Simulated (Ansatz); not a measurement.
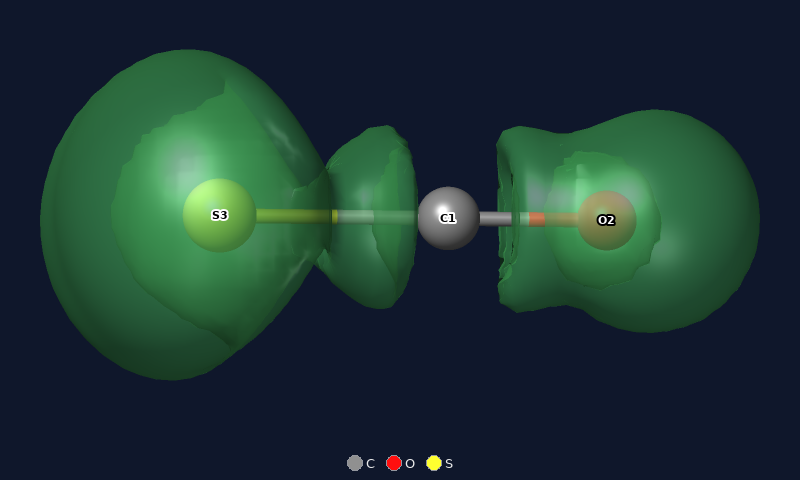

Figure 1: COS (SMILES [O]C#[S+]) (charge +1, doublet). Isosurface of the ELF at 0.75 (green), seen from one side. Only the valence region is drawn (cores and ρ < 0.01 e/Å³ removed).

Geometry: PBE0-D3(BJ)/def2-SVP.

Theory: Ansatz, isolated molecule in a Gaussian basis; Kohn-Sham density functional theory, functional PBE0.

Identify the bonds, lone pairs and shells in this picture.

Answer. The surface consists of one region on O in which the atom's valence shell and bonds are merged and one region on S in which the atom's valence shell and bonds are merged. Along the contacts the grid gives the following. C–O (1.13 Å): the ELF peaks at about 0.80 between the atoms (a short, multiple covalent bond). C–S (1.63 Å): the ELF peaks at about 0.90 between the atoms: localised, covalent bonding.
